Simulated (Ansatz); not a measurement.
Nudged elastic band, with input and output: BN₂H₆

- system: BN₂H₆, multiplicity 2
- method: UKS CAM-B3LYP/def2-SVP (Ansatz 0.2.0)

It belongs to a series of runs on one base structure; here: band between the two ends. Figures and captions count atoms from 1; the log counts them from 0 in places.

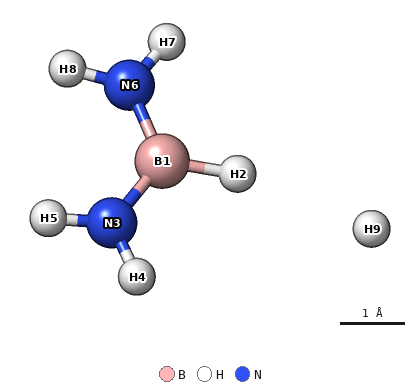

Fig. 1: The structure as given in the input (ball-and-stick view, seen at a tilt; atoms are numbered from 1 in the order of the input). Bond lengths as drawn: B–H 1.21 Å, B–N 1.41 Å and H–N 1.01 Å.

Results in brief

- outcome: converged
- barrier, forward: 0.380 eV
- barrier, backward: 0.222 eV
- hardware: 4 threads of Intel Xeon @ 2.50GHz (Skylake/Cascade Lake), 12 GiB of memory available, shared host
- wall time: 4 min (CPU time 14 min)
- peak memory: 0.23 GiB

Notes

The order of the saddle point was not checked.

Input
```yaml
crystal:
  periodic: [false, false, false]
  atoms:
    - { symbol: B, position_ang: [0.016135, -0.158672, -0.247332] }
    - { symbol: H, position_ang: [0.027302, -0.650997, 0.859138] }
    - { symbol: "N", position_ang: [1.250698, 0.072262, -0.88887] }
    - { symbol: H, position_ang: [2.130863, -0.159125, -0.452133] }
    - { symbol: H, position_ang: [1.348633, 0.477603, -1.810657] }
    - { symbol: "N", position_ang: [-1.230639, 0.152819, -0.828225] }
    - { symbol: H, position_ang: [-2.101726, -0.021201, -0.348826] }
    - { symbol: H, position_ang: [-1.346265, 0.564595, -1.745107] }
    - { symbol: H, position_ang: [-0.094999, -0.277285, 3.592013] }
magnetization:
  spin_polarized: true
  initial_magnetization: 1
basis:
  gaussian: { orbitals: def2-SVP }
hamiltonian:
  xc: cam_b3lyp
neb:
  order_check: false
  images: 7
  f_tol: 0.05
  max_iterations: 60
  final_atoms:
    - { symbol: B, position_ang: [-0.29744376, -0.63071703, -1.06558949] }
    - { symbol: H, position_ang: [0.84745921, -0.13430209, 2.15094723] }
    - { symbol: "N", position_ang: [0.89790974, -0.13889142, -0.52261543] }
    - { symbol: H, position_ang: [1.68862628, -0.73452673, -0.32090569] }
    - { symbol: H, position_ang: [1.09418157, 0.8492944, -0.38522827] }
    - { symbol: "N", position_ang: [-1.43004797, 0.09529301, -1.44626622] }
    - { symbol: H, position_ang: [-2.25942817, -0.34702219, -1.81613518] }
    - { symbol: H, position_ang: [-1.50985065, 1.10547806, -1.36657784] }
    - { symbol: H, position_ang: [0.96859576, -0.064607, 2.90237189] }
  initial_path:
    images:
      - { positions_ang: [[0.016135, -0.158672, -0.247332], [0.027302, -0.650997, 0.859138], [1.250698, 0.072262, -0.88887], [2.130863, -0.159125, -0.452133], [1.348633, 0.477603, -1.810657], [-1.230639, 0.152819, -0.828225], [-2.101726, -0.021201, -0.348826], [-1.346265, 0.564595, -1.745107], [-0.094999, -0.277285, 3.592013]] }
      - { positions_ang: [[0.01242913, -0.12059613, -0.18552441], [0.02307636, -0.50087392, 1.00415178], [1.27263368, 0.05209563, -0.86264916], [2.04453069, -0.35108113, -0.60582484], [1.46292762, 0.58538979, -1.6172801], [-1.25937921, 0.12540777, -0.81253314], [-2.08369154, -0.20661638, -0.43342141], [-1.40539001, 0.6442193, -1.65060822], [-0.06713473, -0.22794594, 3.29369049]] }
      - { positions_ang: [[0.00872326, -0.08252026, -0.12371682], [0.01885073, -0.35075083, 1.14916556], [1.29456936, 0.03192926, -0.83642832], [1.95819838, -0.54303726, -0.75951668], [1.57722224, 0.69317658, -1.42390319], [-1.28811941, 0.09799654, -0.79684127], [-2.06565708, -0.39203177, -0.51801682], [-1.46451502, 0.72384361, -1.55610943], [-0.03927046, -0.17860688, 2.99536798]] }
      - { positions_ang: [[0.00501739, -0.04444439, -0.06190924], [0.01462509, -0.20062775, 1.29417934], [1.31650503, 0.0117629, -0.81020748], [1.87186607, -0.73499339, -0.91320852], [1.69151687, 0.80096337, -1.23052629], [-1.31685962, 0.07058531, -0.78114941], [-2.04762262, -0.57744715, -0.60261222], [-1.52364002, 0.80346791, -1.46161065], [-0.01140619, -0.12926782, 2.69704547]] }
      - { positions_ang: [[0.00131152, -0.00636852, -0.00010165], [0.01039946, -0.05050466, 1.43919311], [1.33844071, -0.00840347, -0.78398664], [1.78553376, -0.92694952, -1.06690035], [1.80581149, 0.90875016, -1.03714938], [-1.34559982, 0.04317408, -0.76545755], [-2.02958817, -0.76286253, -0.68720763], [-1.58276503, 0.88309222, -1.36711187], [0.01645808, -0.07992876, 2.39872295]] }
      - { positions_ang: [[-0.0733773, -0.16245565, -0.26647361], [0.21966439, -0.07145402, 1.61713164], [1.22830797, -0.04102546, -0.71864383], [1.76130689, -0.87884382, -0.88040169], [1.62790401, 0.89388622, -0.8741691], [-1.36671186, 0.05620382, -0.93565972], [-2.08704817, -0.65890245, -0.96943952], [-1.56453644, 0.93868868, -1.36697836], [0.2544925, -0.07609832, 2.52463519]] }
      - { positions_ang: [[-0.14806612, -0.31854277, -0.53284557], [0.42892933, -0.09240338, 1.79507017], [1.11817523, -0.07364745, -0.65330103], [1.73708002, -0.83073813, -0.69390302], [1.44999653, 0.87902228, -0.71118883], [-1.3878239, 0.06923355, -1.10586188], [-2.14450817, -0.55494236, -1.25167141], [-1.54630784, 0.99428514, -1.36684485], [0.49252692, -0.07226788, 2.65054742]] }
      - { positions_ang: [[-0.22275494, -0.4746299, -0.79921753], [0.63819427, -0.11335274, 1.9730087], [1.00804248, -0.10626943, -0.58795823], [1.71285315, -0.78263243, -0.50740435], [1.27208905, 0.86415834, -0.54820855], [-1.40893594, 0.08226328, -1.27606405], [-2.20196817, -0.45098228, -1.5339033], [-1.52807925, 1.0498816, -1.36671135], [0.73056134, -0.06843744, 2.77645966]] }
      - { positions_ang: [[-0.29744376, -0.63071703, -1.06558949], [0.84745921, -0.13430209, 2.15094723], [0.89790974, -0.13889142, -0.52261543], [1.68862628, -0.73452673, -0.32090569], [1.09418157, 0.8492944, -0.38522827], [-1.43004797, 0.09529301, -1.44626622], [-2.25942817, -0.34702219, -1.81613518], [-1.50985065, 1.10547806, -1.36657784], [0.96859576, -0.064607, 2.90237189]] }
```

Command:
```bash
ansatz run input.yaml --threads 4 --pin off --max-ram 5120MiB --backend cpu --events-out ev --progress --plain --runs-dir out
```

Output
```
Engine: ansatz 0.2.0, x86_64-unknown-linux-gnu
Functional definition: CAM-B3LYP
  parameter alpha = 0.19
  parameter beta = 0.46
  parameter omega = 0.33/bohr
  parameter ac = 0.81
  exchange = (1 - alpha - beta)*b88_x + beta*b88_x_sr(omega) + alpha*exact_x + beta*exact_x_lr(omega)
  correlation = (1 - ac)*vwn5_c + ac*lyp_c
811 factors; integrals over basis functions are off by at most 3.1e-4 eV
250 factors; integrals over basis functions are off by at most 1.9e-5 eV
mean field evaluation 1: about -3741.9127 eV, gradient 4.2e1 eV
mean field evaluation 2: about -3741.6685 eV, gradient 4.3e1 eV
mean field evaluation 4: about -3748.9035 eV, gradient 6.9e-1 eV
mean field evaluation 8: about -3748.9325 eV, gradient 8.1e-3 eV
mean field evaluation 16: about -3748.9325 eV, gradient 1.7e-5 eV
mean field -3748.93247765 eV, -137.7707274359 hartree, gradient 1.7e-5 eV, S^2 0.750067; 0 other end points of the search recorded, 0 dependent functions left out
the calculation of the forces begins
reference -3748.93261278 eV, -137.7707324020 hartree; 13, 12 occupied and 59, 60 virtual orbitals, 811 factors
813 factors; integrals over basis functions are off by at most 7.7e-4 eV
250 factors; integrals over basis functions are off by at most 9.8e-6 eV
mean field evaluation 32: about -3748.7740 eV, gradient 4.6e-5 eV
mean field -3748.77397009 eV, -137.7649023906 hartree, gradient 4.6e-5 eV, S^2 0.751781; 0 other end points of the search recorded, 0 dependent functions left out
[... from here on the field's lines of each further geometry are left out, up to the last ...]
NEB iter   1: max|band force component| = 9.020e0 eV/Å  barrier→ = 2.7158 eV  barrier← = 2.5573 eV  Δτ_max = 0.2000 Å  (276 SCF iters)
NEB iter   2: max|band force component| = 2.672e0 eV/Å  barrier→ = 1.8438 eV  barrier← = 1.6853 eV  Δτ_max = 0.2000 Å  (230 SCF iters)
NEB iter   3: max|band force component| = 2.078e0 eV/Å  barrier→ = 1.4513 eV  barrier← = 1.2928 eV  Δτ_max = 0.1019 Å  (229 SCF iters)
NEB iter   4: max|band force component| = 6.149e-1 eV/Å  barrier→ = 1.0608 eV  barrier← = 0.9023 eV  Δτ_max = 0.1969 Å  (222 SCF iters)
NEB iter   5: max|band force component| = 6.805e-1 eV/Å  barrier→ = 0.8462 eV  barrier← = 0.6877 eV  Δτ_max = 0.0977 Å  (226 SCF iters)
NEB iter   6: max|band force component| = 4.899e-1 eV/Å  barrier→ = 0.7629 eV  barrier← = 0.6044 eV  CI = image 4  Δτ_max = 0.0994 Å  (214 SCF iters)
NEB iter   7: max|band force component| = 4.372e-1 eV/Å  barrier→ = 0.7302 eV  barrier← = 0.5717 eV  CI = image 4  Δτ_max = 0.1974 Å  (214 SCF iters)
NEB iter   8: max|band force component| = 5.607e-1 eV/Å  barrier→ = 0.7253 eV  barrier← = 0.5668 eV  CI = image 4  Δτ_max = 0.1007 Å  (216 SCF iters)
NEB iter   9: max|band force component| = 5.412e-1 eV/Å  barrier→ = 0.7192 eV  barrier← = 0.5607 eV  CI = image 4  Δτ_max = 0.0996 Å  (218 SCF iters)
NEB iter  10: max|band force component| = 6.707e-1 eV/Å  barrier→ = 0.7041 eV  barrier← = 0.5456 eV  CI = image 4  Δτ_max = 0.0997 Å  (216 SCF iters)
NEB iter  11: max|band force component| = 7.909e-1 eV/Å  barrier→ = 0.6562 eV  barrier← = 0.4977 eV  CI = image 4  Δτ_max = 0.0998 Å  (220 SCF iters)
NEB iter  12: max|band force component| = 8.759e-1 eV/Å  barrier→ = 0.6211 eV  barrier← = 0.4626 eV  CI = image 4  Δτ_max = 0.1997 Å  (222 SCF iters)
NEB iter  13: max|band force component| = 8.555e-1 eV/Å  barrier→ = 0.5554 eV  barrier← = 0.3969 eV  CI = image 4  Δτ_max = 0.1969 Å  (222 SCF iters)
NEB iter  14: max|band force component| = 7.670e-1 eV/Å  barrier→ = 0.5006 eV  barrier← = 0.3421 eV  CI = image 4  Δτ_max = 0.1963 Å  (214 SCF iters)
NEB iter  15: max|band force component| = 5.968e-1 eV/Å  barrier→ = 0.4280 eV  barrier← = 0.2695 eV  CI = image 4  Δτ_max = 0.1973 Å  (202 SCF iters)
NEB iter  16: max|band force component| = 5.644e-1 eV/Å  barrier→ = 0.4219 eV  barrier← = 0.2634 eV  CI = image 4  Δτ_max = 0.2000 Å  (206 SCF iters)
NEB iter  17: max|band force component| = 9.161e-1 eV/Å  barrier→ = 0.4689 eV  barrier← = 0.3104 eV  CI = image 4  Δτ_max = 0.0910 Å  (208 SCF iters)
NEB iter  18: max|band force component| = 1.570e-1 eV/Å  barrier→ = 0.3880 eV  barrier← = 0.2295 eV  CI = image 4  Δτ_max = 0.1443 Å  (202 SCF iters)
NEB iter  19: max|band force component| = 2.639e-1 eV/Å  barrier→ = 0.3849 eV  barrier← = 0.2264 eV  CI = image 4  Δτ_max = 0.0726 Å  (204 SCF iters)
NEB iter  20: max|band force component| = 2.549e-1 eV/Å  barrier→ = 0.3860 eV  barrier← = 0.2274 eV  CI = image 4  Δτ_max = 0.0727 Å  (217 SCF iters)
NEB iter  21: max|band force component| = 1.165e-1 eV/Å  barrier→ = 0.3813 eV  barrier← = 0.2228 eV  CI = image 4  Δτ_max = 0.1469 Å  (220 SCF iters)
NEB iter  22: max|band force component| = 3.651e-1 eV/Å  barrier→ = 0.3809 eV  barrier← = 0.2224 eV  CI = image 4  Δτ_max = 0.0731 Å  (212 SCF iters)
NEB iter  23: max|band force component| = 4.371e-1 eV/Å  barrier→ = 0.3807 eV  barrier← = 0.2222 eV  CI = image 4  Δτ_max = 0.1462 Å  (209 SCF iters)
NEB iter  24: max|band force component| = 4.872e-1 eV/Å  barrier→ = 0.3807 eV  barrier← = 0.2222 eV  CI = image 4  Δτ_max = 0.1850 Å  (202 SCF iters)
NEB iter  25: max|band force component| = 6.590e-1 eV/Å  barrier→ = 0.3803 eV  barrier← = 0.2218 eV  CI = image 4  Δτ_max = 0.0891 Å  (208 SCF iters)
NEB iter  26: max|band force component| = 2.913e-1 eV/Å  barrier→ = 0.3802 eV  barrier← = 0.2217 eV  CI = image 4  Δτ_max = 0.0906 Å  (208 SCF iters)
NEB iter  27: max|band force component| = 1.406e-1 eV/Å  barrier→ = 0.3804 eV  barrier← = 0.2219 eV  CI = image 4  Δτ_max = 0.1251 Å  (212 SCF iters)
NEB iter  28: max|band force component| = 1.004e-1 eV/Å  barrier→ = 0.3801 eV  barrier← = 0.2216 eV  CI = image 4  Δτ_max = 0.0683 Å  (202 SCF iters)
NEB iter  29: max|band force component| = 6.597e-2 eV/Å  barrier→ = 0.3801 eV  barrier← = 0.2216 eV  CI = image 4  Δτ_max = 0.0700 Å  (193 SCF iters)
the calculation of the forces begins
reference -3748.75045687 eV, -137.7640382958 hartree; 13, 12 occupied and 59, 60 virtual orbitals, 814 factors
813 factors; integrals over basis functions are off by at most 1.4e-3 eV
250 factors; integrals over basis functions are off by at most 3.3e-6 eV
mean field -3748.55238649 eV, -137.7567593436 hartree, gradient 8.2e-5 eV, S^2 0.758638; 1 other end points of the search recorded, 0 dependent functions left out
the calculation of the forces begins
reference -3748.55251009 eV, -137.7567638858 hartree; 13, 12 occupied and 59, 60 virtual orbitals, 813 factors
NEB iter  30: max|band force component| = 3.505e-2 eV/Å  barrier→ = 0.3801 eV  barrier← = 0.2216 eV  CI = image 4  Δτ_max = 0.0000 Å  (377 SCF iters)
```

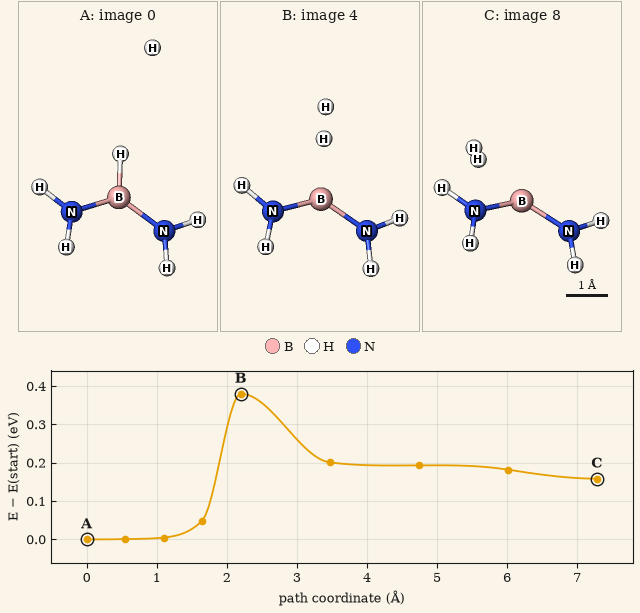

Fig. 2: Images of the last band (counted from 0; ball-and-stick, seen at a tilt) above the energy along the path; the line is a cubic interpolation that uses the forces. The highest image is number 4, 0.380 eV above the start and 0.222 eV above the end (the climbing image); the end lies 0.159 eV above the start. The path is 7.28 Å long. The band converged in 30 iterations.

```
Total energy: -3748.55251009 eV, -137.7567638858 hartree
Atom 0 at     0.002626    -0.011010    -0.166656 Å, force    -0.005704    -0.001394    -0.002491 eV/Å
Atom 1 at     0.014903    -0.435020     1.442796 Å, force     0.004802     0.003553    -0.003986 eV/Å
Atom 2 at     1.252857     0.082945    -0.786559 Å, force     0.000413    -0.000650     0.004260 eV/Å
Atom 3 at     2.114464    -0.095073    -0.289573 Å, force     0.001925     0.000455    -0.002440 eV/Å
Atom 4 at     1.391435     0.331617    -1.761061 Å, force     0.000393     0.000003    -0.000110 eV/Å
Atom 5 at    -1.261588     0.205041    -0.724664 Å, force    -0.000962     0.000563     0.001390 eV/Å
Atom 6 at    -2.110970     0.110760    -0.185425 Å, force    -0.000129    -0.000158    -0.000906 eV/Å
Atom 7 at    -1.423485     0.468038    -1.691767 Å, force     0.000957     0.000330    -0.000931 eV/Å
Atom 8 at     0.019761    -0.657300     2.292910 Å, force    -0.001696    -0.002702     0.005215 eV/Å
Dipole moment:    -0.004896     0.137526    -0.521535 e Å
this run last wrote the band of iteration 30 to [file]
```

The last band as extended XYZ (Å, eV, eV/Å)
```
9
Properties=species:S:1:pos:R:3:forces:R:3 image=0 energy=-3748.93248
B     0.0161   -0.1587   -0.2473    0.0009  -0.0035  -0.0106
H     0.0273   -0.6510    0.8591   -0.0002   0.0009   0.0086
N     1.2507    0.0723   -0.8889   -0.0025   0.0001   0.0044
H     2.1309   -0.1591   -0.4521    0.0001  -0.0003  -0.0005
H     1.3486    0.4776   -1.8107    0.0000   0.0014  -0.0025
N    -1.2306    0.1528   -0.8282    0.0057   0.0009   0.0019
H    -2.1017   -0.0212   -0.3488   -0.0013  -0.0006  -0.0002
H    -1.3463    0.5646   -1.7451   -0.0024   0.0016  -0.0017
H    -0.0950   -0.2773    3.5920   -0.0001  -0.0004   0.0007
9
Properties=species:S:1:pos:R:3:forces:R:3 image=1 energy=-3748.93171
B     0.0674   -0.0777   -0.2019    0.0098  -0.0175   0.0348
H     0.1319   -0.4247    0.9579    0.0033   0.0033  -0.0131
N     1.2666    0.0370   -0.9348   -0.0259   0.0140  -0.0213
H     2.1677   -0.1566   -0.5238    0.0046  -0.0018   0.0023
H     1.3126    0.3217   -1.9048    0.0197  -0.0049   0.0057
N    -1.2041    0.1899   -0.7487   -0.0126   0.0135  -0.0349
H    -2.0517    0.1002   -0.2080    0.0065  -0.0023   0.0117
H    -1.3618    0.4863   -1.7034   -0.0037  -0.0032   0.0051
H    -0.3286   -0.4762    3.3975   -0.0018  -0.0011   0.0097
9
Properties=species:S:1:pos:R:3:forces:R:3 image=2 energy=-3748.92763
B     0.0129    0.0018   -0.1691    0.0053  -0.0002   0.0046
H     0.0245   -0.1860    1.0288   -0.0024   0.0002  -0.0063
N     1.2465    0.0153   -0.8516   -0.0095   0.0050  -0.0043
H     2.1230   -0.1229   -0.3702    0.0006  -0.0002  -0.0052
H     1.3478    0.1660   -1.8468    0.0030  -0.0010  -0.0055
N    -1.2330    0.1940   -0.8003   -0.0002   0.0000  -0.0033
H    -2.1001    0.1773   -0.2834    0.0017   0.0009  -0.0032
H    -1.3540    0.3575   -1.7913    0.0025   0.0002  -0.0045
H    -0.0676   -0.6028    3.2140   -0.0010  -0.0049   0.0277
9
Properties=species:S:1:pos:R:3:forces:R:3 image=3 energy=-3748.88330
B     0.0010   -0.0211   -0.1211    0.0027  -0.0038   0.0205
H     0.0082   -0.2994    1.0734    0.0002   0.0340  -0.1482
N     1.2417    0.0513   -0.7839   -0.0045   0.0006  -0.0048
H     2.1117   -0.1191   -0.3004   -0.0024   0.0013  -0.0047
H     1.3592    0.2716   -1.7646   -0.0153   0.0006   0.0021
N    -1.2476    0.2040   -0.7326    0.0044  -0.0002  -0.0002
H    -2.1107    0.1407   -0.2124   -0.0002   0.0014  -0.0077
H    -1.3778    0.4397   -1.7080    0.0145  -0.0008  -0.0003
H     0.0143   -0.6677    2.6797    0.0006  -0.0330   0.1431
9
Properties=species:S:1:pos:R:3:forces:R:3 image=4 energy=-3748.55239
B     0.0026   -0.0110   -0.1667   -0.0057  -0.0014  -0.0025
H     0.0149   -0.4350    1.4428    0.0048   0.0036  -0.0040
N     1.2529    0.0829   -0.7866    0.0004  -0.0006   0.0043
H     2.1145   -0.0951   -0.2896    0.0019   0.0005  -0.0024
H     1.3914    0.3316   -1.7611    0.0004   0.0000  -0.0001
N    -1.2616    0.2050   -0.7247   -0.0010   0.0006   0.0014
H    -2.1110    0.1108   -0.1854   -0.0001  -0.0002  -0.0009
H    -1.4235    0.4680   -1.6918    0.0010   0.0003  -0.0009
H     0.0198   -0.6573    2.2929   -0.0017  -0.0027   0.0052
9
Properties=species:S:1:pos:R:3:forces:R:3 image=5 energy=-3748.73133
B     0.0199    0.0373   -0.3900    0.0001   0.0017  -0.0054
H    -0.0334   -0.5312    2.2878    0.0006  -0.0069   0.0280
N     1.2719    0.0865   -1.0110   -0.0007   0.0015  -0.0080
H     2.1323   -0.0793   -0.5086    0.0006   0.0015  -0.0072
H     1.4105    0.2888   -1.9972    0.0010   0.0015  -0.0068
N    -1.2444    0.2429   -0.9510   -0.0009   0.0026  -0.0117
H    -2.0943    0.1835   -0.4083    0.0015   0.0009  -0.0050
H    -1.4033    0.4641   -1.9301   -0.0004   0.0012  -0.0057
H    -0.0593   -0.6925    3.0384   -0.0018  -0.0039   0.0217
9
Properties=species:S:1:pos:R:3:forces:R:3 image=6 energy=-3748.73912
B    -0.2447   -0.1206   -0.4883    0.0028   0.0039  -0.0021
H     0.3108   -0.5118    2.4877    0.0001  -0.0003  -0.0004
N     1.0986    0.0855   -0.8194   -0.0020  -0.0017   0.0024
H     1.8553   -0.1583   -0.1964   -0.0002   0.0020   0.0014
H     1.4111    0.4915   -1.6972   -0.0002  -0.0009  -0.0011
N    -1.3810    0.1741   -1.2491   -0.0039  -0.0020   0.0034
H    -2.3177   -0.0152   -0.9222   -0.0003   0.0017  -0.0016
H    -1.3521    0.5983   -2.1723    0.0027  -0.0015  -0.0008
H     0.6197   -0.5437    3.1873    0.0010  -0.0010  -0.0014
9
Properties=species:S:1:pos:R:3:forces:R:3 image=7 energy=-3748.75034
B    -0.3206   -0.4774   -0.6985   -0.0005  -0.0071  -0.0051
H     0.6726   -0.2562    2.2572    0.0085   0.0077  -0.0054
N     0.9922    0.0068   -0.6409   -0.0051  -0.0023   0.0037
H     1.7415   -0.5018   -0.1934   -0.0035  -0.0106   0.0016
H     1.3013    0.8605   -1.0986   -0.0009   0.0061   0.0151
N    -1.4246    0.0995   -1.3352   -0.0029  -0.0053  -0.0004
H    -2.3478   -0.3080   -1.2928   -0.0014  -0.0026  -0.0112
H    -1.3863    0.9621   -1.8714    0.0016   0.0093   0.0058
H     0.7716   -0.3853    3.0035    0.0043   0.0048  -0.0040
9
Properties=species:S:1:pos:R:3:forces:R:3 image=8 energy=-3748.77397
B    -0.2974   -0.6307   -1.0656   -0.0133  -0.0043  -0.0064
H     0.8475   -0.1343    2.1509    0.0008   0.0002  -0.0009
N     0.8979   -0.1389   -0.5226    0.0147   0.0105   0.0081
H     1.6886   -0.7345   -0.3209   -0.0013  -0.0035  -0.0001
H     1.0942    0.8493   -0.3852   -0.0026  -0.0007  -0.0019
N    -1.4300    0.0953   -1.4463    0.0043  -0.0093   0.0005
H    -2.2594   -0.3470   -1.8161    0.0000   0.0041   0.0004
H    -1.5099    1.1055   -1.3666   -0.0028   0.0036  -0.0011
H     0.9686   -0.0646    2.9024    0.0002  -0.0006   0.0016
```
